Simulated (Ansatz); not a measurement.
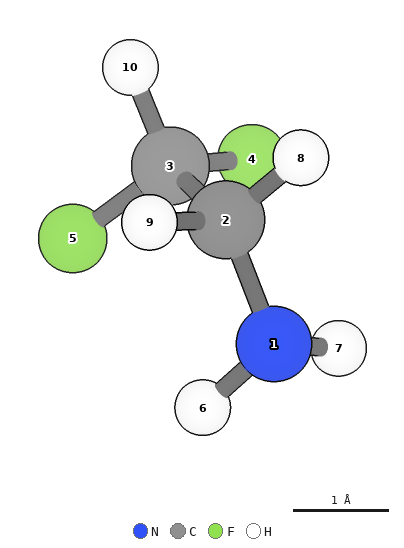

Starting structure of C2H5F2N (coarse preliminary run). The picture is a ball-and-stick view, seen from a free direction.

The start comes from a force field.

The calculation used Ansatz 0.2.0, RKS PBE-D4/def2-SVP.

Input
```yaml
crystal:
  periodic: [false, false, false]
  atoms:
    - {symbol: N, position_ang: [-1.404300, 0.294200, 0.091700]}
    - {symbol: C, position_ang: [-0.284000, -0.481000, 0.451800]}
    - {symbol: C, position_ang: [0.997100, -0.054500, -0.239500]}
    - {symbol: F, position_ang: [0.962200, -0.106600, -1.578500]}
    - {symbol: F, position_ang: [1.309200, 1.231000, 0.060500]}
    - {symbol: H, position_ang: [-1.235200, 1.333300, 0.284400]}
    - {symbol: H, position_ang: [-1.518800, 0.315500, -0.934900]}
    - {symbol: H, position_ang: [-0.462200, -1.501600, 0.187200]}
    - {symbol: H, position_ang: [-0.155700, -0.398700, 1.581000]}
    - {symbol: H, position_ang: [1.874800, -0.682700, 0.099100]}
basis:
  gaussian: {orbitals: def2-SVP}
hamiltonian: {xc: pbe, dispersion: d4}
relax: {f_tol: 0.03, max_steps: 200}
```

Command:
```bash
ansatz run in.yaml --threads 4 --pin off --events-out ev --progress --plain --max-ram 10444MiB
```

What does the optimiser find from here?

The atom that moves furthest after the best rigid fit is F4 (0.064 Å). By element the largest moves are F 0.064 Å, N 0.058 Å, C 0.045 Å, H 0.042 Å. Among the contacts that change: N1–C2 1.409 → 1.452 Å, C2–H8 1.069 → 1.112 Å, N1–H6 1.070 → 1.029 Å, C3–F4 1.340 → 1.374 Å. Bond angles that change, for instance: C2–C3–F4 115.0° → 109.6°, H6–N1–H7 100.2° → 105.4°, H8–C2–H9 109.4° → 106.4°. After 4 geometry steps the energy has fallen by 0.229 eV. The largest force component goes from 2.6 to 0.014 eV/Å.

The structure at the end:

```xyz
10

N    -1.4271    0.3422    0.0676
C    -0.2813   -0.4641    0.4498
C     1.0307   -0.0544   -0.2098
F     0.9033   -0.1326   -1.5758
F     1.3119    1.2554    0.0983
H    -1.2243    1.3277    0.2832
H    -1.5329    0.3028   -0.9550
H    -0.4677   -1.5315    0.2006
H    -0.1354   -0.4196    1.5509
H     1.9059   -0.6770    0.0928
```

After the run, drawn alike:

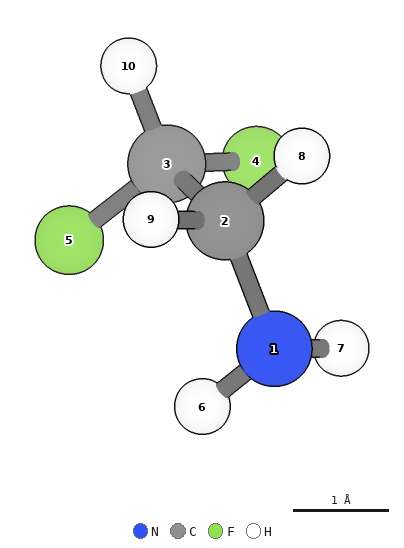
